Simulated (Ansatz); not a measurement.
**AlH5S: nudged elastic band**

The run: nudged elastic band of AlH5S. Method and program: RKS PBE0-D4/cc-pVDZ (Ansatz 0.2.0).

It belongs to a series of runs on one base structure; here: band between the two ends.

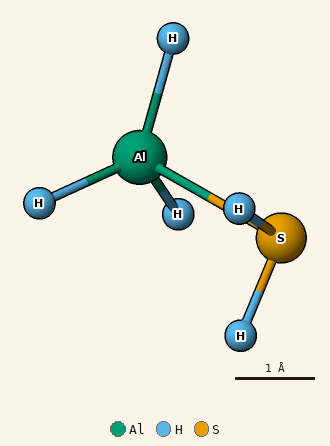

**Figure 1.** The starting structure (ball-and-stick view, seen at a tilt). Sticks mark near contacts.

## The input
```yaml
crystal:
  periodic: [false, false, false]
  atoms:
    - { symbol: Al, position_ang: [-0.048647, 0.072919, -0.010086] }
    - { symbol: H, position_ang: [-0.582927, 0.534494, 1.431892] }
    - { symbol: H, position_ang: [1.511241, 0.243168, -0.340707] }
    - { symbol: H, position_ang: [-1.100713, -0.050015, -1.213978] }
    - { symbol: S, position_ang: [0.085161, -2.462347, 0.470524] }
    - { symbol: H, position_ang: [-1.118197, -2.597415, 1.083306] }
    - { symbol: H, position_ang: [0.753683, -2.383804, 1.648549] }
basis:
  gaussian: { orbitals: cc-pVDZ }
hamiltonian:
  xc: pbe0
  dispersion: d4
neb:
  order_check: false
  images: 5
  f_tol: 0.03
  max_iterations: 60
  final_atoms:
    - { symbol: Al, position_ang: [0.10836497, -0.69494791, -0.26952064] }
    - { symbol: H, position_ang: [0.05970288, 0.33964407, 1.93046974] }
    - { symbol: H, position_ang: [1.50236169, 0.03812416, -0.46592818] }
    - { symbol: H, position_ang: [-1.31249146, -0.0236084, -0.50607472] }
    - { symbol: S, position_ang: [0.20015113, -2.86768323, 0.1452622] }
    - { symbol: H, position_ang: [-1.14689543, -3.02343099, 0.14660506] }
    - { symbol: H, position_ang: [0.08840722, -0.4110977, 2.08868655] }
  initial_path:
    images:
      - { positions_ang: [[-0.048647, 0.072919, -0.010086], [-0.582927, 0.534494, 1.431892], [1.511241, 0.243168, -0.340707], [-1.100713, -0.050015, -1.213978], [0.085161, -2.462347, 0.470524], [-1.118197, -2.597415, 1.083306], [0.753683, -2.383804, 1.648549]] }
      - { positions_ang: [[-0.00893322, 0.04018541, -0.01852349], [-0.38374678, 0.37473316, 1.57862343], [1.48790224, 0.11585301, -0.48429848], [-1.15200708, -0.02585324, -1.0950724], [0.05868767, -2.44761925, 0.60433108], [-1.00360496, -2.80400573, 0.73139783], [0.50130312, -1.89629336, 1.75304202]] }
      - { positions_ang: [[0.03078057, 0.00745183, -0.02696099], [-0.18456656, 0.21497232, 1.72535487], [1.46456347, -0.01146197, -0.62788996], [-1.20330115, -0.00169148, -0.9761668], [0.03221434, -2.4328915, 0.73813817], [-0.88901292, -3.01059647, 0.37948967], [0.24892325, -1.40878272, 1.85753504]] }
      - { positions_ang: [[0.07049435, -0.02528176, -0.03539848], [0.01461367, 0.05521148, 1.8720863], [1.44122471, -0.13877696, -0.77148144], [-1.25459523, 0.02247028, -0.8572612], [0.00574101, -2.41816374, 0.87194525], [-0.77442089, -3.2171872, 0.0275815], [-0.00345663, -0.92127209, 1.96202806]] }
      - { positions_ang: [[0.08311789, -0.24850381, -0.1134392], [0.02964341, 0.15002234, 1.89154745], [1.4616037, -0.07980992, -0.66963035], [-1.27389397, 0.00711072, -0.74019904], [0.07054439, -2.56800357, 0.62971757], [-0.89857907, -3.1526018, 0.06725602], [0.02716465, -0.75121396, 2.00424756]] }
      - { positions_ang: [[0.09574143, -0.47172586, -0.19147992], [0.04467314, 0.24483321, 1.9110086], [1.48198269, -0.02084288, -0.56777927], [-1.29319272, -0.00824884, -0.62313688], [0.13534776, -2.7178434, 0.38748988], [-1.02273725, -3.08801639, 0.10693054], [0.05778594, -0.58115583, 2.04646705]] }
      - { positions_ang: [[0.10836497, -0.69494791, -0.26952064], [0.05970288, 0.33964407, 1.93046974], [1.50236169, 0.03812416, -0.46592818], [-1.31249146, -0.0236084, -0.50607472], [0.20015113, -2.86768323, 0.1452622], [-1.14689543, -3.02343099, 0.14660506], [0.08840722, -0.4110977, 2.08868655]] }
```

Run on 1 thread of Arm Neoverse V1, 24 GiB of memory available, shared host.

Launch command:
```bash
ansatz run input.yaml --threads 1 --pin off --max-ram 2048MiB --backend cpu --events-out ev --progress --plain --runs-dir out
```

## The program's output
```
Engine: ansatz 0.2.0, aarch64-unknown-linux-gnu
Functional definition: PBE0
  parameter a = 0.25
  parameter kappa = 0.804
  parameter beta = 0.06672455060314922
  exchange = (1 - a)*pbe_x(kappa = kappa, mu = beta*pi^2/3) + a*exact_x
  correlation = pbe_c(beta = beta)
679 factors; integrals over basis functions are off by at most 3.8e-4 eV
mean field evaluation 1: about -17505.5607 eV, gradient 1.1e1 eV
mean field evaluation 2: about -17506.0725 eV, gradient 3.8e0 eV
mean field evaluation 4: about -17506.1308 eV, gradient 1.5e-1 eV
mean field evaluation 8: about -17506.1420 eV, gradient 1.3e-3 eV
mean field -17506.14198866 eV, -643.3388519939 hartree, gradient 8.6e-6 eV, S^2 0.000000; 0 other end points of the search recorded, 0 dependent functions left out
the calculation of the forces begins
reference -17506.14202008 eV, -643.3388531489 hartree; 17, 17 occupied and 44, 44 virtual orbitals, 679 factors
679 factors; integrals over basis functions are off by at most 1.4e-3 eV
mean field evaluation 16: about -17506.5729 eV, gradient 1.8e0 eV
mean field -17506.59624295 eV, -643.3555455313 hartree, gradient 6.8e-5 eV, S^2 0.000000; 0 other end points of the search recorded, 0 dependent functions left out
[... from here on the field's lines of each further geometry are left out, up to the last ...]
NEB iter   1: max|band force component| = 1.142e1 eV/Å  barrier→ = 2.4410 eV  barrier← = 2.8950 eV  Δτ_max = 0.2000 Å  (154 SCF iters)
NEB iter   2: max|band force component| = 4.346e0 eV/Å  barrier→ = 0.9517 eV  barrier← = 1.4057 eV  Δτ_max = 0.2000 Å  (124 SCF iters)
NEB iter   3: max|band force component| = 1.583e0 eV/Å  barrier→ = 0.6638 eV  barrier← = 1.1178 eV  Δτ_max = 0.2000 Å  (124 SCF iters)
NEB iter   4: max|band force component| = 1.420e0 eV/Å  barrier→ = 0.7015 eV  barrier← = 1.1555 eV  Δτ_max = 0.1990 Å  (124 SCF iters)
NEB iter   5: max|band force component| = 1.053e0 eV/Å  barrier→ = 0.6313 eV  barrier← = 1.0853 eV  Δτ_max = 0.1980 Å  (124 SCF iters)
NEB iter   6: max|band force component| = 6.231e-1 eV/Å  barrier→ = 0.3978 eV  barrier← = 0.8519 eV  Δτ_max = 0.0984 Å  (123 SCF iters)
NEB iter   7: max|band force component| = 4.595e-1 eV/Å  barrier→ = 0.3115 eV  barrier← = 0.7655 eV  CI = image 3  Δτ_max = 0.0985 Å  (120 SCF iters)
NEB iter   8: max|band force component| = 4.696e-1 eV/Å  barrier→ = 0.3842 eV  barrier← = 0.8382 eV  CI = image 3  Δτ_max = 0.0986 Å  (121 SCF iters)
NEB iter   9: max|band force component| = 3.165e-1 eV/Å  barrier→ = 0.4374 eV  barrier← = 0.8915 eV  CI = image 3  Δτ_max = 0.1004 Å  (117 SCF iters)
NEB iter  10: max|band force component| = 2.591e-1 eV/Å  barrier→ = 0.4836 eV  barrier← = 0.9376 eV  CI = image 3  Δτ_max = 0.0485 Å  (117 SCF iters)
NEB iter  11: max|band force component| = 1.186e-1 eV/Å  barrier→ = 0.4744 eV  barrier← = 0.9284 eV  CI = image 3  Δτ_max = 0.0283 Å  (110 SCF iters)
NEB iter  12: max|band force component| = 7.808e-2 eV/Å  barrier→ = 0.4736 eV  barrier← = 0.9276 eV  CI = image 3  Δτ_max = 0.0103 Å  (105 SCF iters)
the calculation of the forces begins
reference -17506.54856106 eV, -643.3537932541 hartree; 17, 17 occupied and 44, 44 virtual orbitals, 679 factors
681 factors; integrals over basis functions are off by at most 1.0e-3 eV
mean field evaluation 544: about -17505.6655 eV, gradient 2.7e-3 eV
mean field -17505.66545637 eV, -643.3213397554 hartree, gradient 1.9e-5 eV, S^2 0.000000; 1 other end points of the search recorded, 0 dependent functions left out
the calculation of the forces begins
reference -17505.66548603 eV, -643.3213408454 hartree; 17, 17 occupied and 44, 44 virtual orbitals, 681 factors
NEB iter  13: max|band force component| = 1.426e-2 eV/Å  barrier→ = 0.4728 eV  barrier← = 0.9268 eV  CI = image 3  Δτ_max = 0.0000 Å  (210 SCF iters)
```

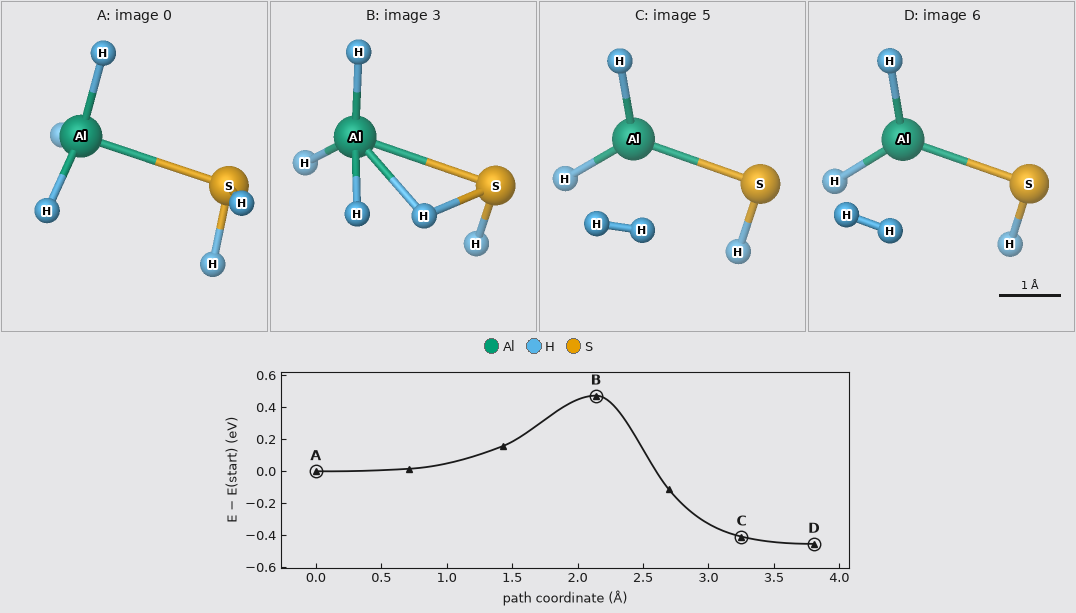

**Figure 2.** Images of the last band (counted from 0; ball-and-stick, seen at a tilt) above the energy along the path; the line is a cubic interpolation that uses the forces. The highest image is number 3, 0.473 eV above the start and 0.927 eV above the end (the climbing image); the end lies 0.454 eV below the start. The path is 3.81 Å long. The band converged in 13 iterations.

```
Total energy: -17505.75808151 eV, -643.3247436666 hartree
Atom 0 at     0.098395    -0.233150    -0.079331 Å, force     0.010078    -0.003731     0.001004 eV/Å
Atom 1 at    -0.119590    -0.062370     1.616406 Å, force    -0.004569    -0.007892    -0.005703 eV/Å
Atom 2 at     1.564701     0.227076    -0.474124 Å, force    -0.003982     0.002170    -0.001635 eV/Å
Atom 3 at    -1.271661    -0.026253    -0.854641 Å, force    -0.002187     0.003332     0.004672 eV/Å
Atom 4 at     0.266215    -2.560905     0.693441 Å, force    -0.013911     0.006358     0.012724 eV/Å
Atom 5 at    -1.073054    -2.767240     0.635080 Å, force     0.004350    -0.006125    -0.008187 eV/Å
Atom 6 at     0.034595    -1.220160     1.532670 Å, force     0.010221     0.005888    -0.002875 eV/Å
Dipole moment:    -0.201014    -0.104364     0.097107 e Å
this run last wrote the band of iteration 13 to [file]
```

## The last band as extended XYZ (Å, eV, eV/Å)
```
7
Properties=species:S:1:pos:R:3:forces:R:3 image=0 energy=-17506.23086
Al   -0.0486    0.0729   -0.0101   -0.0046  -0.0065   0.0058
H    -0.5829    0.5345    1.4319    0.0008   0.0048   0.0017
H     1.5112    0.2432   -0.3407    0.0023   0.0008  -0.0021
H    -1.1007   -0.0500   -1.2140    0.0003  -0.0008  -0.0011
S     0.0852   -2.4623    0.4705   -0.0127  -0.0038   0.0273
H    -1.1182   -2.5974    1.0833    0.0282   0.0057  -0.0137
H     0.7537   -2.3838    1.6485   -0.0144  -0.0001  -0.0179
7
Properties=species:S:1:pos:R:3:forces:R:3 image=1 energy=-17506.21541
Al    0.0059    0.0574   -0.0139   -0.0045   0.0059   0.0019
H    -0.3479    0.5326    1.4791   -0.0133   0.0240  -0.0084
H     1.5020    0.2673   -0.5471    0.0001   0.0015   0.0026
H    -1.1932   -0.1180   -1.0645    0.0057  -0.0016  -0.0110
S     0.2271   -2.4592    0.5798   -0.0059   0.0062  -0.0084
H    -1.0987   -2.6969    0.7330   -0.0058   0.0086   0.0107
H     0.4044   -2.2263    1.9030    0.0236  -0.0446   0.0126
7
Properties=species:S:1:pos:R:3:forces:R:3 image=2 energy=-17506.07385
Al    0.0681   -0.0305   -0.0198   -0.0193   0.0961   0.0272
H    -0.1786    0.2781    1.5477   -0.0227   0.1624  -0.0299
H     1.5489    0.2108   -0.5687   -0.0072  -0.0084  -0.0473
H    -1.2233   -0.0659   -0.9618    0.0215  -0.0114  -0.0446
S     0.2546   -2.5389    0.6832   -0.0061   0.0063  -0.0067
H    -1.0796   -2.7721    0.6209   -0.0052  -0.0007  -0.0105
H     0.1095   -1.7245    1.7681    0.0390  -0.2443   0.1119
7
Properties=species:S:1:pos:R:3:forces:R:3 image=3 energy=-17505.75805
Al    0.0984   -0.2331   -0.0793    0.0101  -0.0037   0.0010
H    -0.1196   -0.0624    1.6164   -0.0046  -0.0079  -0.0057
H     1.5647    0.2271   -0.4741   -0.0040   0.0022  -0.0016
H    -1.2717   -0.0263   -0.8546   -0.0022   0.0033   0.0047
S     0.2662   -2.5609    0.6934   -0.0139   0.0064   0.0127
H    -1.0731   -2.7672    0.6351    0.0043  -0.0061  -0.0082
H     0.0346   -1.2202    1.5327    0.0102   0.0059  -0.0029
7
Properties=species:S:1:pos:R:3:forces:R:3 image=4 energy=-17506.34437
Al    0.1305   -0.4802   -0.2074    0.0653  -0.5036  -0.2730
H    -0.0928   -0.0839    1.7459   -0.0115  -0.0028   0.2256
H     1.5353    0.2261   -0.4383   -0.0516   0.0010   0.0937
H    -1.2758    0.0305   -0.7483    0.0224   0.0411   0.1323
S     0.2660   -2.6665    0.4478    0.0278  -0.2000  -0.4141
H    -1.0787   -2.7807    0.5965    0.0241  -0.0410  -0.0540
H     0.0150   -0.8882    1.6734   -0.0764   0.7053   0.2895
7
Properties=species:S:1:pos:R:3:forces:R:3 image=5 energy=-17506.63966
Al    0.1355   -0.6177   -0.2797    0.0042  -0.0529  -0.0280
H    -0.0592    0.1212    1.8754   -0.0012   0.0799   0.0446
H     1.5244    0.1311   -0.4638   -0.0042  -0.0301  -0.0030
H    -1.2780    0.0289   -0.6171    0.0023  -0.0122   0.0366
S     0.2385   -2.7816    0.2333   -0.0015  -0.0406  -0.0705
H    -1.1003   -2.8794    0.4299    0.0011  -0.0421  -0.0616
H     0.0388   -0.6454    1.8916   -0.0005   0.0980   0.0818
7
Properties=species:S:1:pos:R:3:forces:R:3 image=6 energy=-17506.68488
Al    0.1084   -0.6949   -0.2695    0.0013   0.0065   0.0047
H     0.0597    0.3396    1.9305   -0.0023   0.0016  -0.0001
H     1.5024    0.0381   -0.4659    0.0044  -0.0011  -0.0029
H    -1.3125   -0.0236   -0.5061   -0.0047   0.0015  -0.0023
S     0.2002   -2.8677    0.1453   -0.0014  -0.0054  -0.0011
H    -1.1469   -3.0234    0.1466    0.0017  -0.0010   0.0013
H     0.0884   -0.4111    2.0887    0.0010  -0.0021   0.0004
```

## Summary

- outcome: converged
- barrier, forward: 0.473 eV
- barrier, backward: 0.927 eV
- wall time: 2.1 min
- peak memory: 0.12 GiB

## Remarks

The order of the saddle point was not checked.
